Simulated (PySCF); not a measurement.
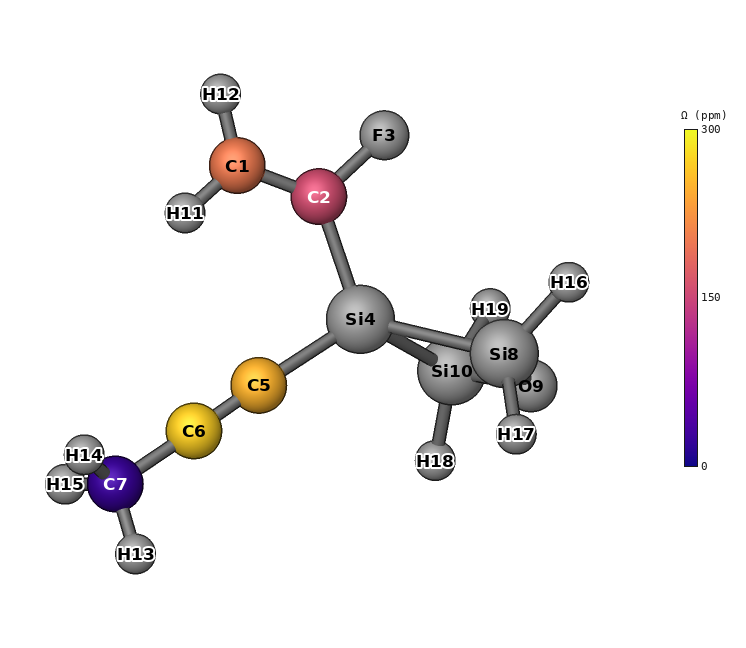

The C atoms are coloured by the span of their shielding tensor. The geometry was computed by an optimisation with GFN2-xTB. No frequency run is at hand to confirm it as a minimum. Method: GIAO PBE0/pcSseg-1 NMR shielding, non-relativistic, gas phase (PySCF 2.14.0). Principal shieldings σ11 ≤ σ22 ≤ σ33, span Ω = σ33 − σ11, skew κ = 3(σiso − σ22)/Ω.

Give the shielding tensors of the C atoms.

```csv
atom,σ11,σ22,σ33,σiso,Ω,κ
C1,−41.3,96.7,160.6,72.0,201.9,−0.37
C2,−93.6,48.3,64.8,6.5,158.4,−0.79
C5,22.3,28.5,272.5,107.8,250.2,0.95
C6,−26.7,−24.6,243.3,64.0,270.0,0.98
C7,172.0,172.1,197.3,180.5,25.3,0.99
```

Shieldings and span in ppm.

The geometry is semi-empirical. Around Si such bond lengths and angles can be off by a tenth of an ångström or more and by several degrees, and values that hang on the shape move with them.
